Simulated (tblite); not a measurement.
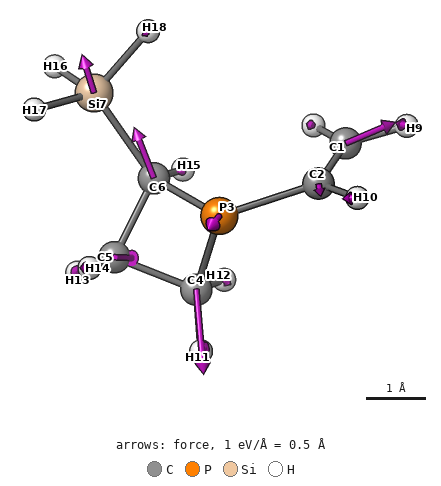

Starting geometry of C₅H₁₁PSi with the computed forces as purple arrows. A ball-and-stick model, seen face on.

Method: tblite 0.8.0, GFN2-xTB geometry optimisation, gas phase. 

Q: What follows when this structure is relaxed?

A: It isn't relaxed: the largest force vector, on a C atom, is 3.30 eV/Å. The final displacements have little in common with the starting forces (cosine between the two patterns 0.12). The energy falls by 1.125 eV in 163 geometry steps. The atom that moves furthest after the best rigid fit is an H atom (2.13 Å). By element the largest moves are H 2.13 Å, C 0.97 Å, P 0.52 Å, Si 0.46 Å. Near-neighbour distances that change, for instance: C–Si 1.851 → 1.900 Å, C–P 1.797 → 1.825 Å, C–H 1.117 → 1.090 Å, C–P 1.859 → 1.885 Å. Among the angles between lasting bonds that change: C–P–C 116.3° → 99.4°, C–P–C 113.0° → 97.5°, C–C–C 85.0° → 96.8°. Groups turn about C–C by about 70°, C–C by about 70°, C–P by about 65°.
